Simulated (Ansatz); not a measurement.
# Heat carried by phonons in PbS (Galena, Fm-3m), part 2 of 2

Aim: the lattice thermal conductivity of PbS (Galena) against temperature, and which phonons carry it.

Measurements to reproduce:
- thermal conductivity 2.9 W/m/K near room temperature (given in “Combining the AFLOW GIBBS and Elastic Libraries to efficiently and robustly screen thermo-mechanical properties of solids”, 2017, arXiv:1611.05714)
- thermal conductivity 2.9 W/m/K near room temperature (given in “Predicting the lattice thermal conductivity of solids by solving the Boltzmann transport equation: AFLOW - AAPL an automated, accurate and efficient framework”, 2017, arXiv:1611.05481)

Ansatz 0.2.0; DFT LDA, scalar-relativistic, plane waves, PAW; PAW set soft_1.

So far. Step 2 (A first coarse run): The start is under -2.6 GPa at this level and looks like an insulator or semiconductor on this mesh. Step 4 (Tight relaxation): The residual pressure is -0.0018 GPa, small enough for phonons. The relaxed cell has a = 5.846 Å (conventional setting).

The database entry behind the starting cell differs from later determinations by our own check (about 0.1 % short), so it need not match the best structure at ambient conditions.

### Step 5. Third-order constants and the Boltzmann equation

Pairs of atoms inside the cutoff are displaced in a supercell, the forces give the cubic constants, and these give the three-phonon rates of the Boltzmann equation.

input.yaml reads:

```yaml
crystal:
  lattice:
    - [0.0, 2.9231465012, 2.9231465012]
    - [2.9231465012, 0.0, 2.9231465012]
    - [2.9231465012, 2.9231465012, 0.0]
  atoms:
    - { symbol: Pb, position: [0.0, 0.0, 0.0] }
    - { symbol: S, position: [0.5, 0.5, 0.5] }
kpoints:
  mp_grid: { grid: [12, 12, 12] }
hamiltonian:
  xc: lda
  pseudopotentials: { kind: paw, azcp: { folder: soft_1 }, xc_functional: pbe }
scf:
  occupations: { method: gaussian, width: 0.01 }
  lower_state_search: "off"
output:
  eigenvalues: true
phonons:
  method: fd
  qmesh: [6, 6, 6]
  temperatures: { t_max: 1000, t_step: 50 }
  qpath:
    path:
      - [[0.0, 0.0, 0.0], [0.5, 0.0, 0.5], [0.5, 0.25, 0.75], [0.375, 0.375, 0.75], [0.0, 0.0, 0.0], [0.5, 0.5, 0.5], [0.625, 0.25, 0.625], [0.5, 0.25, 0.75], [0.5, 0.5, 0.5], [0.375, 0.375, 0.75]]
      - [[0.625, 0.25, 0.625], [0.5, 0.0, 0.5]]
    npoints: 10
  third_order: { supercell: [3, 3, 3], pair_cutoff: 5.213 }
  lattice_thermal_conductivity:
    qmesh: [19, 19, 19]
    temperatures: [100.0, 150.0, 200.0, 300.0, 400.0, 500.0, 600.0, 800.0]
    isotope_mass_variance:
      - { species: Pb, variance: 1.944e-05 }
      - { species: S, variance: 0.0001651 }
  dielectric: false
```

Run with:

```sh
> ansatz run input.yaml --threads 18 --pin off --max-ram 92160MiB --backend cuda --events-out ev --progress --plain --runs-dir out --max-vram 78GiB
```

Numbers of over 12 decimals in the logs are rounded to 6 here.

The log of the run:

```text
Warning: phonons.third_order: as it is cut ahead of every solve, the batch solves 74 displaced supercells where 65 would do. It runs under 324 of the 1296 operations that the crystal's space group holds on the batch's supercell: the batch's rule counts something of the run as laid on the whole of a grid (at basis.xc_grid: 1 a core's charge, or its kinetic-energy density under a functional that reads it; or a nonlocal correlation kernel at every level), which only an operation that permutes or reverses the grid's axes can carry. The force constants lose no accuracy. For the smaller batch, where no nonlocal correlation is read, try basis.xc_grid above 1; [rest of the remark cut]
[...]
Crystal: 12 atoms, lattice volume = 299.732 Å³
Basis set: ecut = 420 eV, 5833 PW (Γ), FFT grids on a1, a1+a2, 2a1+a3
Bands: 84, of which v1, the nominal top of the filled ones, is band 60 counted from 1 (59 counted from 0)
Symmetry: 24 space group operations
k-points: 94 of 288
[...]
SCF iter   1: F=—  HF=-74848.455710 eV  |F-HF|=—  |Δ(HF+E_count)|=         —  Δρ=1.22e-7  dr2=3.40e-11  ethr=1.00e-12  ⟨swp⟩=3.0  Hψ=19682  notcnv=0  defer=18
[...]
SCF iter   2: F=-74848.455710 eV  HF=-74848.455710 eV  |F-HF|=0.00e0  |Δ(HF+E_count)|=  1.46e-11  Δρ=7.10e-8  dr2=9.69e-12  ethr=1.00e-12  ⟨swp⟩=5.1  Hψ=23653  notcnv=0
SCF 1 converged in 2 iterations: F = -74848.455710 eV  dr2 = 9.69e-12
[...]
Symmetry: 1 space group operations
k-points: 148 of 288 (time reversal used)
[...]
SCF 2 converged in 6 iterations: F = -74848.455700 eV  dr2 = 4.28e-12
[...]
SCF 3 converged in 6 iterations: F = -74848.455700 eV  dr2 = 3.83e-12
[...]
symmetry images taken by strict's conditions (phonons.symmetry_images: auto; settled by no image being taken that strict refuses); asymmetry of the core-correction force 3.6e-14 eV/Å at the most on a site, 3.1e-13 eV/Å summed over every site of the supercell
  q = [0.0000, 0.0000, 0.0000] (star 1, supercell 1; hermiticity 1.28e-16, symmetrization 7.87e-6): -0.00 -0.00 0.00 62.01 62.01 62.01
[...]
joined force constants: q→R imaginary residual 3.79e-19
  density of states and harmonic sums: on the 18×18×18 q-mesh, interpolated from the force constants of a 6×6×6 supercell (no non-analytic term)
  largest difference from the sums on the solved wave vectors: F 3.87e-3 eV, S 5.02e-6 and C_V 1.15e-6 eV/K
  zero-point energy: 0.043834 eV/cell   skipped modes (ω ≤ 0): 3   left out of the sums: 8.57e-5 of the cell's modes: C_V's classical limit lies that fraction below 3 k_B per atom; for a crystal, a wire or a layer, F and S can be off by more, and a phonons.interpolated_qmesh denser along its periods is the remedy for the sampling
--- Third-order force constants: 74 member SCFs in a 3×3×3 supercell (pair cutoff 5.213 Å, amplitude 0.03 Å, SCF threshold 1.00e-9 eV, Σ member SCF iterations 518) ---
[...]
sum-rule residual: 4.477e-1 → 1.334e-15 eV/Å³; symmetrization residual: 4.429e-3 eV/Å³; largest sum-rule correction relative to its orbit: 3.259e-1, on the orbit of the block of home site 0 with site 1 of cell (-2, 0, 0) and site 1 of cell (-2, 0, 0), whose norm before the correction was 2.029e-1 eV/Å³
--- Lattice thermal conductivity: 19×19×19 mesh (220 irreducible points), tetrahedron method ---
  three-phonon and isotope scattering only; four-phonon, boundary and, in a metal, phonon-electron scattering are left out
  each conductivity is what the modes' populations carry and what the coherences between them add
  conductivity (a third of the tensor's trace), W/(m K), in the relaxation-time approximation and from the full solution:
       T (K)   relaxation time   full solution  iterations             ending  least Ritz value
      100.00            9.4004         10.1800           7          converged          6.374e-1
      150.00            6.1319          6.6123           7          converged          6.393e-1
      200.00            4.6051          4.9538           7          converged          6.400e-1
      300.00            3.1163          3.3431           7          converged          6.405e-1
      400.00            2.3805          2.5491           7          converged          6.407e-1
      500.00            1.9405          2.0749           7          converged          6.407e-1
      600.00            1.6474          1.7591           7          converged          6.407e-1
      800.00            1.2803          1.3639           7          converged          6.407e-1
```

It took 6.6 min on 1 × NVIDIA GB200 with 18 threads of Arm Neoverse V2, shared host; peak memory 5.6 GiB.

Numbers from this step:

- Γ frequencies: 0, 0, 0, 62.01, 62.01, 62.01 cm⁻¹ (negative: imaginary)
- lowest frequency on the path: 0 cm⁻¹
- zero-point energy: 0.04383 eV/cell
- point group: m-3m
- highest frequency: 248.4 cm⁻¹
- Debye temperature from the second moment: 250 K
- κ at 300 K (relaxation time): 3.116 W/m/K
- κ at 300 K (full solution): 3.343 W/m/K
- dipole term: none
- mean free path at half of κ: 9.99 nm
- share of κ above the three lowest branches: 0.266
- third-order blocks: 686
- periodic aliases dropped: 168
- largest relative sum-rule correction: 0.3259
- displaced cells, third order: 74

No LO-TO term. Phonon branches along the path, in cm⁻¹:

| point | branch 1 | branch 2 | branch 3 | branch 4 | branch 5 | branch 6 |
| --- | --- | --- | --- | --- | --- | --- |
| Γ | 0 | 0 | 0 | 62 | 62 | 62 |
| X | 41 | 41 | 62 | 88 | 109 | 109 |
| W | 56 | 56 | 74 | 124 | 124 | 208 |
| K | 50 | 59 | 73 | 124 | 167 | 194 |
| Γ | 0 | 0 | 0 | 62 | 62 | 62 |
| L | 56 | 56 | 109 | 204 | 204 | 238 |
| U | 50 | 59 | 73 | 124 | 167 | 194 |
| W | 56 | 56 | 74 | 124 | 124 | 208 |
| L | 56 | 56 | 109 | 204 | 204 | 238 |
| K | 50 | 59 | 73 | 124 | 167 | 194 |
| jump to U | 50 | 59 | 73 | 124 | 167 | 194 |
| X | 41 | 41 | 62 | 88 | 109 | 109 |

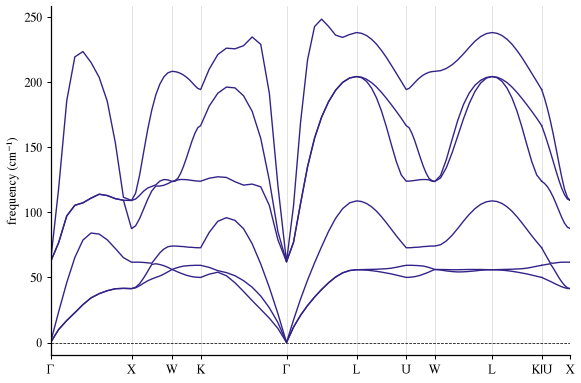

Phonon branches along the path.

W/m/K. Kappa, by row:

| T (K) | RTA xx | RTA yy | RTA zz | full xx | full yy | full zz | coherence part xx | coherence part yy | coherence part zz | ending | iterations | least Ritz value |
| --- | --- | --- | --- | --- | --- | --- | --- | --- | --- | --- | --- | --- |
| 100 | 9.4 | 9.4 | 9.4 | 10.18 | 10.18 | 10.18 | 0.06219 | 0.06219 | 0.06219 | converged | 7 | 0.637 |
| 150 | 6.132 | 6.132 | 6.132 | 6.612 | 6.612 | 6.612 | 0.09237 | 0.09237 | 0.09237 | converged | 7 | 0.639 |
| 200 | 4.605 | 4.605 | 4.605 | 4.954 | 4.954 | 4.954 | 0.1114 | 0.1114 | 0.1114 | converged | 7 | 0.64 |
| 300 | 3.116 | 3.116 | 3.116 | 3.343 | 3.343 | 3.343 | 0.1337 | 0.1337 | 0.1337 | converged | 7 | 0.641 |
| 400 | 2.38 | 2.38 | 2.38 | 2.549 | 2.549 | 2.549 | 0.1462 | 0.1462 | 0.1462 | converged | 7 | 0.641 |
| 500 | 1.941 | 1.941 | 1.941 | 2.075 | 2.075 | 2.075 | 0.1539 | 0.1539 | 0.1539 | converged | 7 | 0.641 |
| 600 | 1.647 | 1.647 | 1.647 | 1.759 | 1.759 | 1.759 | 0.1588 | 0.1588 | 0.1588 | converged | 7 | 0.641 |
| 800 | 1.28 | 1.28 | 1.28 | 1.364 | 1.364 | 1.364 | 0.1641 | 0.1641 | 0.1641 | converged | 7 | 0.641 |

The lattice thermal conductivity by temperature:

| temperature (K) | RTA xx (W/m/K) | full xx (W/m/K) |
| --- | --- | --- |
| 100 | 9.4 | 10.2 |
| 150 | 6.13 | 6.61 |
| 200 | 4.61 | 4.95 |
| 300 | 3.12 | 3.34 |
| 400 | 2.38 | 2.55 |
| 500 | 1.94 | 2.08 |
| 600 | 1.65 | 1.76 |
| 800 | 1.28 | 1.36 |

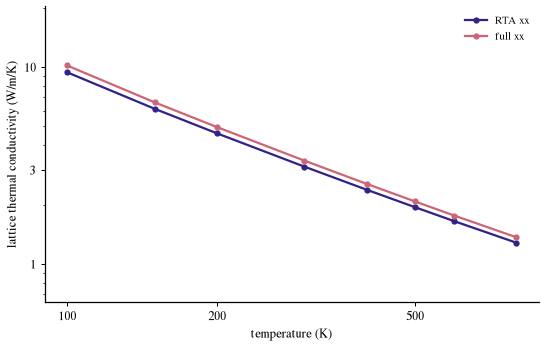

Lattice thermal conductivity against temperature.

The modes has structure finer than the step of the table below, so its rows give means over 25 cm⁻¹, whole bins alone (the curve runs from -10 to 266 cm⁻¹). Peaks (cm⁻¹: height): Pb 54.2: 0.145, 81.9: 0.0353; S 128.8: 0.0374, 140.9: 0.0275, 158.3: 0.0285, 172.1: 0.0261, 194.7: 0.0332, 227.7: 0.0288.

Phonopy on the run's constants, 17x17x17 mesh, Gaussian sigma 2.0 cm⁻¹. Table of modes by wavenumber; means over each step; values in 1/cm⁻¹/cell:

| wavenumber (cm⁻¹) | Pb | S |
| --- | --- | --- |
| 25 | 0.00775 | 4.6e-4 |
| 50 | 0.0722 | 0.00131 |
| 75 | 0.0223 | 0.00124 |
| 100 | 0.0146 | 0.00267 |
| 125 | 9.9e-4 | 0.0219 |
| 150 | 8.5e-4 | 0.0205 |
| 175 | 5.1e-4 | 0.0219 |
| 200 | 2.2e-4 | 0.0251 |
| 225 | 4.6e-4 | 0.0232 |
| 250 | 1.0e-4 | 0.00162 |

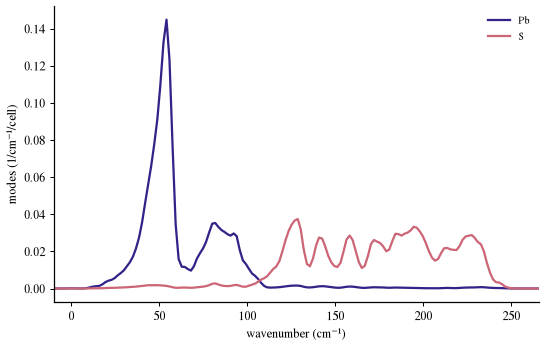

Modes, plotted against wavenumber.

Distinct triplets, nearest first. Third order norms, by row:

| sites | side 1 (Å) | side 2 (Å) | side 3 (Å) | norm of the 27 components (eV/Å³) |
| --- | --- | --- | --- | --- |
| Pb-Pb-Pb | 0 | 0 | 0 | 0 |
| S-S-S | 0 | 0 | 0 | 0 |
| Pb-S-S | 0 | 2.92 | 2.92 | 6.554 |
| Pb-S-Pb | 0 | 2.92 | 2.92 | 7.06 |
| Pb-S-S | 2.92 | 2.92 | 4.13 | 0.506 |
| Pb-S-Pb | 2.92 | 2.92 | 4.13 | 0.717 |
| Pb-Pb-Pb | 0 | 4.13 | 4.13 | 1.145 |
| Pb-Pb-Pb | 4.13 | 4.13 | 4.13 | 0.116 |
| S-S-S | 0 | 4.13 | 4.13 | 0.654 |
| S-S-S | 4.13 | 4.13 | 4.13 | 0.062 |
| Pb-S-S | 2.92 | 4.13 | 5.06 | 0.115 |
| Pb-S-Pb | 2.92 | 4.13 | 5.06 | 0.098 |
| Pb-S-S | 0 | 5.06 | 5.06 | 0.22 |
| Pb-S-Pb | 0 | 5.06 | 5.06 | 0.134 |

RTA, 300 K. Kappa by branch, by row:

| branch (by rank) | mean frequency (THz) | mean rms speed (km/s) | median lifetime (ps) | share of kappa |
| --- | --- | --- | --- | --- |
| 1 | 1.4 | 0.68 | 6.55 | 0.399 |
| 2 | 1.52 | 0.67 | 2.86 | 0.187 |
| 3 | 2.49 | 1.31 | 1.55 | 0.148 |
| 4 | 4.31 | 3.26 | 0.297 | 0.107 |
| 5 | 5.08 | 2.98 | 0.275 | 0.092 |
| 6 | 6.4 | 2.21 | 0.259 | 0.067 |

Spectral kappa at 300 K against frequency; read off at these points; values in W/m/K/THz:

| frequency (THz) | relaxation time (W/m/K/THz) | full solution (W/m/K/THz) |
| --- | --- | --- |
| 0.10 | 0 | 0 |
| 0.50 | 1.93 | 1.94 |
| 0.90 | 0.943 | 1.01 |
| 1.50 | 1.12 | 1.30 |
| 1.90 | 0.243 | 0.273 |
| 2.30 | 0.370 | 0.448 |
| 2.70 | 0.204 | 0.232 |
| 3.10 | 0.0850 | 0.0841 |
| 3.50 | 0.0804 | 0.0731 |
| 4.10 | 0.407 | 0.371 |
| 4.50 | 0.566 | 0.595 |
| 4.90 | 0.264 | 0.338 |
| 5.30 | 0.123 | 0.178 |
| 5.70 | 0.142 | 0.196 |
| 6.10 | 0.140 | 0.150 |
| 6.70 | 0.0542 | 0.0491 |
| 7.10 | 0.0201 | 0.0253 |
| 7.50 | 1.3e-4 | 3.1e-4 |

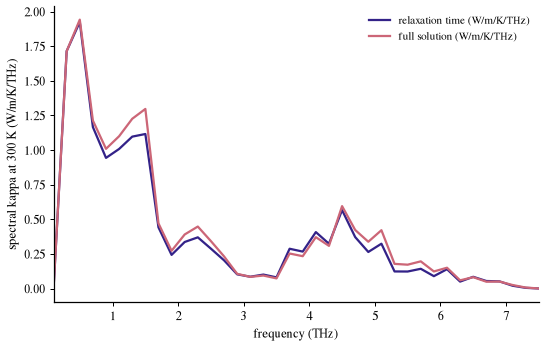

Spectral kappa at 300 K against frequency.

Relaxation-time solution. Table of share of κ carried by shorter paths by mean free path:

| mean free path (nm) | 100 K | 300 K | 800 K |
| --- | --- | --- | --- |
| 0.316 | 0 | 0.003 | 0.052 |
| 0.681 | 0.001 | 0.032 | 0.257 |
| 1 | 0.002 | 0.079 | 0.32 |
| 2.15 | 0.019 | 0.274 | 0.422 |
| 3.16 | 0.05 | 0.335 | 0.479 |
| 6.81 | 0.192 | 0.431 | 0.575 |
| 10 | 0.247 | 0.5 | 0.614 |
| 21.5 | 0.351 | 0.584 | 0.721 |
| 31.6 | 0.408 | 0.634 | 0.744 |
| 68.1 | 0.534 | 0.724 | 0.789 |
| 100 | 0.569 | 0.753 | 0.822 |
| 215 | 0.701 | 0.791 | 0.841 |
| 316 | 0.725 | 0.82 | 0.893 |
| 681 | 0.779 | 0.84 | 1 |
| 1000 | 0.81 | 0.891 | 1 |
| 2150 | 0.831 | 1 | 1 |
| 3160 | 0.885 | 1 | 1 |
| 6810 | 1 | 1 | 1 |

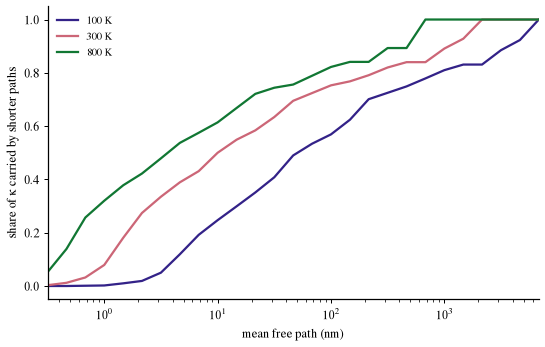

Share of κ carried by shorter paths against mean free path.

300 K; a sample spread over frequency. Mode lifetimes, by row, the first 40 of 90 rows:

| q1 | q2 | q3 | branch | frequency (THz) | rms speed (km/s) | three-phonon rate (1/ps) | isotope rate (1/ps) | lifetime (ps) | mean free path (nm) |
| --- | --- | --- | --- | --- | --- | --- | --- | --- | --- |
| 0 | 0.0526 | 0.0526 | 1 | 0.314 | 1.38 | 9.47e-4 | 4.30e-8 | 1060 | 1460 |
| 0 | 0 | 0.1053 | 2 | 0.652 | 1.84 | 0.139 | 3.61e-6 | 7.19 | 13.3 |
| 0 | 0.1053 | 0.2105 | 1 | 0.876 | 1.28 | 0.134 | 1.43e-5 | 7.45 | 9.57 |
| 0.0526 | 0.1053 | 0.2632 | 1 | 0.982 | 1.32 | 0.146 | 2.58e-5 | 6.84 | 9 |
| 0 | 0.1053 | 0.2632 | 1 | 1.071 | 1.21 | 0.273 | 4.28e-5 | 3.66 | 4.42 |
| 0 | 0.3158 | 0.3158 | 2 | 1.149 | 0.41 | 0.0287 | 6.63e-5 | 34.8 | 14.4 |
| 0.1053 | 0.2632 | 0.3684 | 1 | 1.207 | 0.82 | 0.0259 | 9.50e-5 | 38.5 | 31.6 |
| 0 | 0.4211 | 0.4211 | 2 | 1.245 | 0.06 | 0.0523 | 1.31e-4 | 19.1 | 1.08 |
| 0.0526 | 0.3684 | 0.4211 | 2 | 1.286 | 0.83 | 0.117 | 1.77e-4 | 8.53 | 7.12 |
| 0 | 0.4211 | 0.4737 | 2 | 1.315 | 1.02 | 0.0639 | 2.09e-4 | 15.6 | 15.9 |
| 0.0526 | 0.3684 | 0.4737 | 1 | 1.341 | 0.65 | 0.0963 | 2.34e-4 | 10.4 | 6.71 |
| 0 | 0.2105 | 0.3684 | 2 | 1.376 | 0.95 | 0.28 | 2.70e-4 | 3.57 | 3.4 |
| 0.0526 | 0.4211 | -0.4211 | 1 | 1.415 | 0.55 | 0.154 | 3.23e-4 | 6.48 | 3.57 |
| 0.0526 | 0.1579 | 0.4211 | 1 | 1.434 | 0.87 | 0.336 | 3.56e-4 | 2.97 | 2.59 |
| 0 | 0.1053 | -0.2632 | 2 | 1.456 | 0.79 | 0.393 | 3.98e-4 | 2.54 | 2 |
| 0.1579 | 0.4211 | -0.4211 | 1 | 1.487 | 0.42 | 0.0438 | 4.38e-4 | 22.6 | 9.46 |
| 0 | 0.4211 | -0.4737 | 2 | 1.504 | 1.64 | 0.0805 | 4.67e-4 | 12.3 | 20.3 |
| 0.0526 | 0.3684 | -0.3684 | 1 | 1.522 | 0.46 | 0.3 | 5.16e-4 | 3.33 | 1.53 |
| 0 | 0 | 0.3684 | 1 | 1.548 | 0.71 | 0.381 | 5.74e-4 | 2.62 | 1.87 |
| 0.0526 | 0.2105 | -0.3158 | 1 | 1.563 | 0.69 | 0.183 | 6.11e-4 | 5.46 | 3.75 |
| 0.1053 | 0.3158 | -0.2632 | 1 | 1.58 | 0.68 | 0.0648 | 7.00e-4 | 15.3 | 10.4 |
| 0 | 0.1579 | -0.3158 | 2 | 1.598 | 0.4 | 0.366 | 8.43e-4 | 2.72 | 1.1 |
| 0.1579 | 0.3158 | -0.3684 | 1 | 1.615 | 0.37 | 0.222 | 0.00129 | 4.49 | 1.67 |
| 0.1053 | 0.2632 | -0.2632 | 2 | 1.625 | 0.34 | 0.369 | 0.00124 | 2.7 | 0.91 |
| 0 | 0.2105 | -0.3684 | 1 | 1.635 | 0.1 | 0.358 | 9.29e-4 | 2.79 | 0.265 |
| 0.1053 | 0.2105 | -0.4737 | 2 | 1.649 | 0.29 | 0.384 | 8.34e-4 | 2.6 | 0.747 |
| 0.1579 | 0.3158 | -0.4211 | 2 | 1.665 | 0.23 | 0.376 | 9.10e-4 | 2.66 | 0.611 |
| 0.1579 | 0.3158 | -0.3684 | 2 | 1.678 | 0.15 | 0.275 | 0.00118 | 3.61 | 0.558 |
| 0.0526 | 0.2105 | -0.4211 | 2 | 1.69 | 0.08 | 0.415 | 8.57e-4 | 2.41 | 0.187 |
| 0.1053 | 0.3684 | -0.3158 | 2 | 1.713 | 0.43 | 0.0796 | 4.22e-4 | 12.5 | 5.36 |
| 0.1053 | 0.4211 | -0.3158 | 2 | 1.762 | 0.33 | 0.0717 | 1.90e-4 | 13.9 | 4.6 |
| 0.1053 | 0.4737 | -0.3684 | 3 | 1.861 | 1.76 | 0.289 | 8.73e-5 | 3.45 | 6.08 |
| 0 | 0.1579 | 0.1579 | 3 | 2.036 | 2.79 | 0.515 | 9.26e-5 | 1.94 | 5.41 |
| 0.0526 | 0.3684 | -0.4211 | 3 | 2.132 | 1.64 | 0.304 | 1.37e-4 | 3.29 | 5.37 |
| 0.1579 | 0.4211 | -0.3158 | 3 | 2.26 | 1.02 | 0.511 | 2.47e-4 | 1.96 | 1.99 |
| 0 | 0.0526 | 0.0526 | 4 | 2.336 | 4.09 | 1.58 | 1.59e-4 | 0.633 | 2.59 |
| 0 | 0.2632 | 0.3684 | 3 | 2.385 | 0.43 | 0.619 | 3.86e-4 | 1.61 | 0.691 |
| 0.1579 | 0.3684 | -0.4211 | 3 | 2.444 | 1.42 | 0.454 | 5.90e-4 | 2.2 | 3.12 |
| 0.0526 | 0.2632 | 0.4737 | 3 | 2.491 | 1.2 | 0.595 | 4.32e-4 | 1.68 | 2.01 |
| 0.0526 | 0.2105 | 0.4211 | 3 | 2.561 | 1.08 | 0.733 | 4.10e-4 | 1.36 | 1.47 |

Without the LO-TO term. Gamma linewidths, by row:

| branch | frequency (cm⁻¹) | three-phonon rate (1/ps) | isotope rate (1/ps) | FWHM (cm⁻¹) |
| --- | --- | --- | --- | --- |
| 4 | 62 | 0.511 | 2.40e-5 | 2.71 |
| 5 | 62 | 0.511 | 2.40e-5 | 2.71 |
| 6 | 62 | 0.511 | 2.40e-5 | 2.71 |

W/m/K, third of the trace; RTA populations with a boundary rate v/L added to each mode (Matthiessen's rule). Kappa by grain size, by row:

| T (K) | bulk | 10 nm | 30 nm | 100 nm | 300 nm | 1000 nm | 10000 nm | 100000 nm |
| --- | --- | --- | --- | --- | --- | --- | --- | --- |
| 100 | 9.338 | 2.478 | 3.789 | 5.217 | 6.358 | 7.383 | 8.791 | 9.266 |
| 300 | 2.983 | 1.401 | 1.788 | 2.141 | 2.405 | 2.649 | 2.922 | 2.976 |
| 600 | 1.489 | 0.8338 | 1.006 | 1.159 | 1.276 | 1.381 | 1.473 | 1.487 |

W/m/K, third of the trace; RTA populations with the isotope rates scaled. Kappa by mass disorder, by row:

| T (K) | no isotopes | as typed | variance x 3 | variance x 10 | variance x 30 |
| --- | --- | --- | --- | --- | --- |
| 100 | 9.386 | 9.338 | 9.248 | 8.968 | 8.355 |
| 300 | 2.987 | 2.983 | 2.973 | 2.941 | 2.858 |
| 600 | 1.49 | 1.489 | 1.486 | 1.478 | 1.456 |

At 300 K the relaxation-time value is 3.12 W/(m K).

### Step 6. What came out

- highest frequency: 248.4 cm⁻¹
- Debye temperature from the second moment: 250 K
- κ at 300 K (relaxation time): 3.116 W/m/K
- κ at 300 K (full solution): 3.343 W/m/K
- mean free path at half of κ: 9.99 nm
- share of κ above the three lowest branches: 0.266

In words: The lattice of PbS (Galena) conducts 3.34 W/(m K) at 300 K by LDA (mean over directions, full solution). The full solution lies +7 % from the relaxation-time value at 300 K. Above 300 K the relaxation-time κ falls as T^-0.91, near the 1/T law of three-phonon scattering. Grains of 100 nm would keep 72 % of the bulk value at 300 K, and grains of 1 µm 89 %. Removing the natural isotope disorder raises κ at 300 K by 0 %. A measured thermal conductivity near room temperature is 2.9 W/m/K (arXiv:1611.05714); the calculated 3.34 W/m/K differs by +15 %. The relaxed cell is 4 % smaller in volume than the database cell, which stiffens most phonons and usually raises κ; no run here tested that. Four-phonon, defect and boundary scattering, which are left out, would lower the calculated value; thermal expansion is left out too. The dipole–dipole term is absent, so optical branches near the zone centre lack their LO–TO splitting and κ is less certain. In rock-salt chalcogenides of this kind long-range couplings along ⟨100⟩ reach the fourth neighbour, beyond this cutoff, and they lower κ. The sum rules changed one orbit of cubic constants by up to 33 %; by the manual a large change points to a short cutoff or, on a small and distant orbit, to noisy forces. The conductivities include the coherence part between close branches; the shares for grains, isotopes, branches and paths are of the relaxation-time populations alone. Cubic couplings among atoms farther apart than the pair cutoff are dropped, and neither the cutoff nor the q-mesh was shown to be converged here. The PAW files were made for PBE and are used here under another functional, for which the program regenerates the frozen cores.

[Logs are printed without paths, hosts, clocks, repeated set-up lines and the standing remarks that a program may print on its own settings, such as how far it seeks lower states.]

[Hosts, paths, dates, database ids (printed as entryN), source tags and the programs' standing remarks are cut or masked in the printed files.]

[A step with changed settings may run another functional than the one named; its input shows which.]
